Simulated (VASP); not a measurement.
Energy against volume of TiC (rock salt). These are RPBE GGA, VASP's PBE PAW potentials (set 64) (plane waves; VASP 6.6.1) values and carry that method's errors.

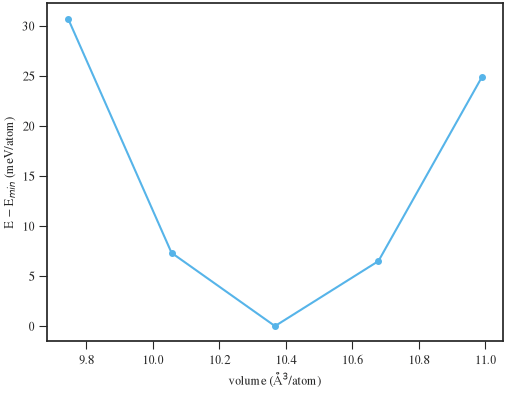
Energy against volume

Task: Estimate the equilibrium volume and the bulk modulus.

Result: The minimum lies near 10.4 Å³/atom, and the curvature gives B0 of about 240 GPa.

Measured: a 4.330 Å (computed value off by +0.7 %), as given by Guo-Xu Zhang et al., New Journal of Physics (2018), doi:10.1088/1367-2630/aac7f0. The calculation is for a static lattice, while the measured a holds thermal and zero-point effects, which are part of the difference.

The compound is TiC in the rock salt structure. It was relaxed first.
